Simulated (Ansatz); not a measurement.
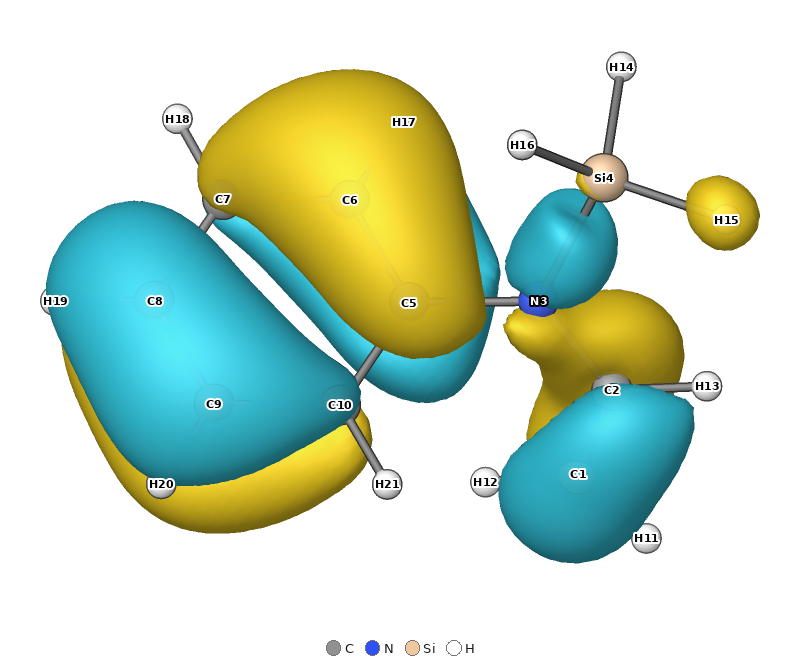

Figure 1: C₈H₁₁NSi. The HOMO−1 at ±0.06 Å⁻³ᐟ² (yellow and cyan are the two phases), seen at a tilt.

Geometry: PBE0-D4/def2-TZVP.

Method: RKS PBE0-D4/def2-TZVPP (Ansatz).

```xyz
21

C    -0.1306    2.5040   -1.0982
C    -0.6990    2.1304    0.0471
N    -0.7138    0.8607    0.6160
Si   -1.8126    0.4766    1.9123
C     0.0681   -0.1788    0.0540
C    -0.5328   -1.3644   -0.3513
C     0.2388   -2.4104   -0.8384
C     1.6122   -2.2726   -0.9434
C     2.2134   -1.0835   -0.5486
C     1.4509   -0.0444   -0.0476
H    -0.1975    3.5377   -1.4066
H     0.4018    1.8144   -1.7401
H    -1.2304    2.8664    0.6443
H    -3.0965   -0.1164    1.4444
H    -2.1152    1.7552    2.6033
H    -1.1479   -0.4929    2.8154
H    -1.6116   -1.4625   -0.2936
H    -0.2421   -3.3318   -1.1461
H     2.2148   -3.0862   -1.3294
H     3.2893   -0.9705   -0.6203
H     1.9162    0.8796    0.2736
```

Where does this orbital lie, and at what energy?

Answer. It lies mainly on C9 (about 20 %), C6 (about 20 %), C8 (about 15 %) and C5 (about 15 %). Its energy is −7.43 eV.
